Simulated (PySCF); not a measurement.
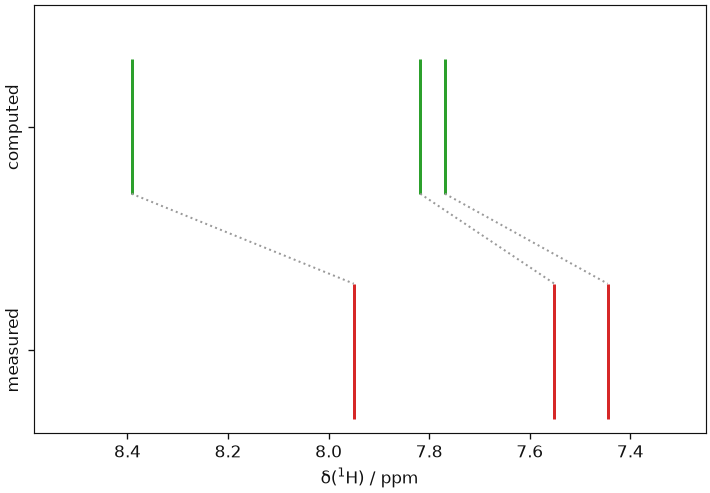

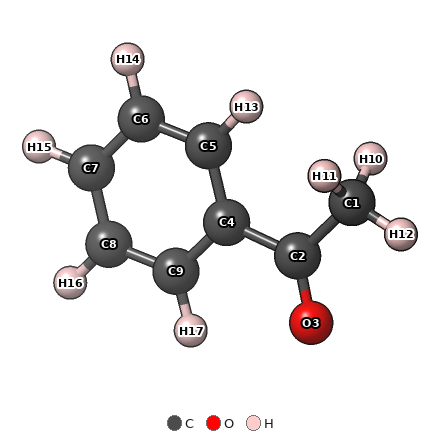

¹H shifts of C₈H₈O (acetophenone), SMILES CC(=O)c1ccccc1 against TMS: GIAO PBE0/pcSseg-1 (PySCF 2.14.0) for one gas-phase conformer (GFN2-xTB, like atoms averaged) above, published measurements (solution) below; dotted lines join the same nuclei. Only nuclei with a measured value are shown, one named for each set of like atoms.

Question: How well does the calculation match?

Answer: Mean error 0.34 ppm, mean absolute error 0.34 ppm; the largest is 0.44 ppm, for H on C5.

Question: Is the order of the signals reproduced?

Answer: Yes, no dotted lines cross.

Known limits of this run: the tight-binding geometry is rougher than a DFT one and adds to the error.
